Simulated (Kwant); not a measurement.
System: quantum point contact (saddle potential) in a Ge (holes) two-dimensional gas. Effective mass 0.06 mₑ, grid spacing 5 nm, hard walls, nominal width 100 nm (19 grid rows, so walls 100 nm apart), one parabolic valley, scattering region 300 nm long along x; energies count from the band bottom; Fermi energy 0.0153 eV. Potential (V0 + ½k y²) cos²(πx/L) for |x| < L/2, with V0 swept from 0.016065 to 0 eV, k = 1.3e-05 eV/nm², L = 190 nm. Perpendicular field 0.44 T, also in the leads; orbital effect alone.

Constants are typed, rounded textbook-type inputs, not results; the design itself was drawn at random and stands for no fabricated device.

Computed with Kwant: effective-mass tight-binding model on a square grid, one spin, coherent transport at 0 K. Conductance is in e²/h.

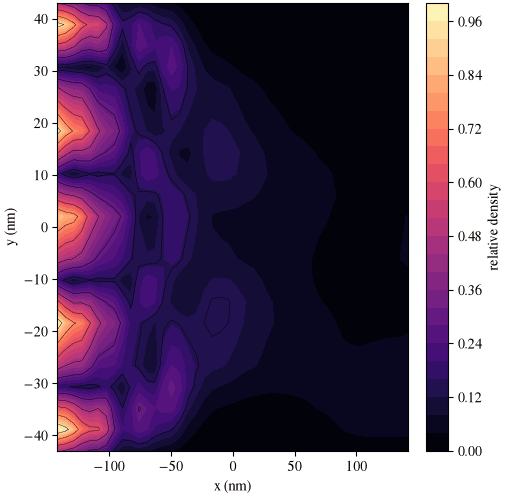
Fig. 1. Density of the scattering states that come in from the left lead, at gate = 0.0079161 eV, in bins, relative to the largest site value

The conductance there is 1.94 e²/h with 5 open channel(s) in the leads.
